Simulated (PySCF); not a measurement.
```xyz
15

C    -1.3162   -1.9046    1.1390
C    -1.1518   -1.0401    0.1487
Si    0.1873    0.2972    0.1088
O     1.0039    0.3744    1.5168
Si    1.7502    0.0643   -1.5781
C    -0.8078    1.9389    0.0023
O    -0.7046    2.7815    0.8636
H    -0.6873   -1.8802    2.0141
H    -2.0758   -2.6713    1.1236
H    -1.8050   -1.1169   -0.7130
H     0.7559    1.0213    2.1767
H     1.1054    0.1307   -2.8948
H     2.4395   -1.2257   -1.5020
H     2.7797    1.1076   -1.5664
H    -1.4777    2.1310   -0.8612
```

Geometry: GFN2-xTB.

The calculation used B3LYP/def2-SVPD, SCF density, gas phase in PySCF 2.14.0.

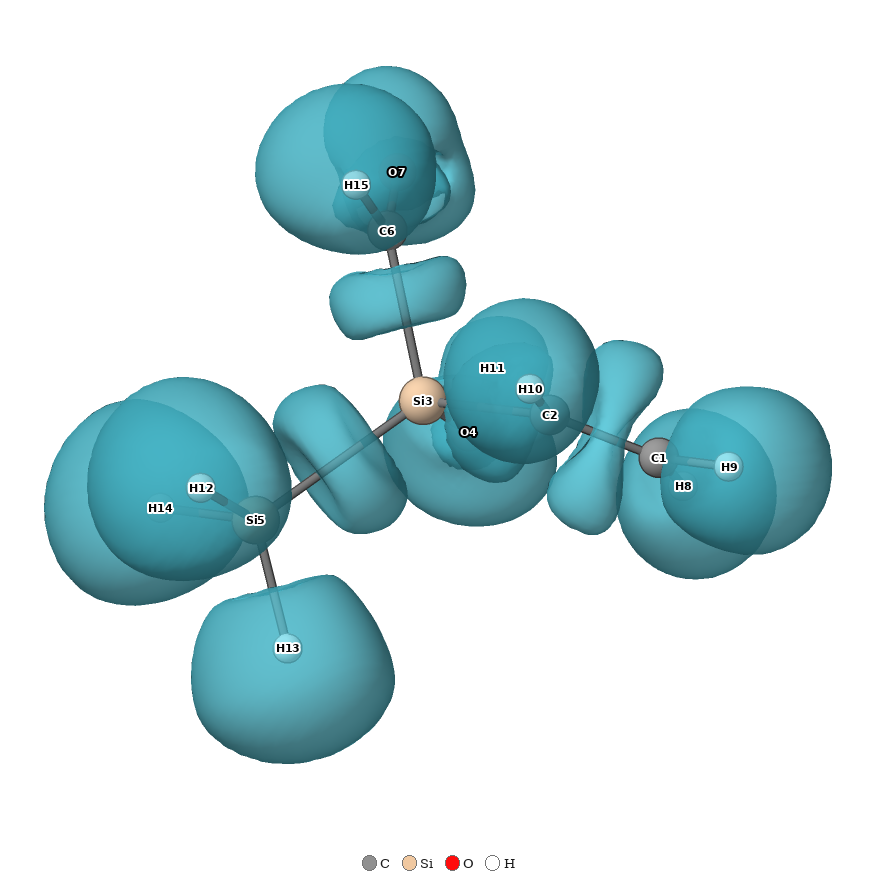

C₃H₈O₂Si₂. Isosurface of the ELF at 0.75 (cyan), seen at a tilt. Only the valence region is drawn (cores and ρ < 0.01 e/Å³ removed).

What do the ELF domains correspond to?

Answer. The surface consists of one region between bonded C–C atoms (shared pairs), two regions between bonded C–Si atoms (shared pairs), one region between bonded Si–Si atoms (shared pairs), seven regions around hydrogen nuclei, one region on O in which the atom's valence shell and bonds are merged and one joined region spread over several atoms (H, O), in which their bonds and any lone pairs are merged. Profiles from the grid: C–O (1.21 Å): the ELF peaks at about 0.85 between the atoms; a short, multiple covalent bond. C–C (1.32 Å): the ELF peaks at about 0.90 between the atoms (a short, multiple covalent bond).
